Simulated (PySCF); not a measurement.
```
atom    x (Å)    y (Å)    z (Å)
   N   2.1171   0.4183   1.1622
   C   1.4955   0.1418   0.1493
   C   0.2705  -0.7206   0.0362
  Si  -1.2810   0.3892  -0.1200
   H   1.8009   0.5567  -0.8244
   H   0.1966  -1.3485   0.9236
   H   0.3675  -1.3642  -0.8378
   H  -2.4332  -0.5072  -0.2161
   H  -1.1571   1.1825  -1.3453
   H  -1.3679   1.2566   1.0498
```

Geometry: GFN2-xTB.

Level of theory: UKS B3LYP, pcH-1 on C H N Si, non-relativistic, mean-field spin-orbit, GIAO (PySCF).

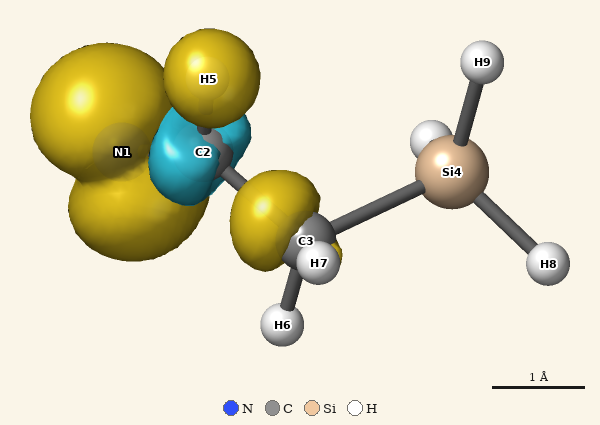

C₂H₆NSi (SMILES [N]=CC[SiH3]) (doublet). Isosurfaces of the spin density at +0.04 (yellow) and −0.04 e/Å³ (cyan), seen at a tilt.

**Which atoms carry the spin?**

The unpaired spin (1 electron) lies mostly on N1 (about 0.8) and H5 (about 0.1), in electrons by Hirshfeld's partition.
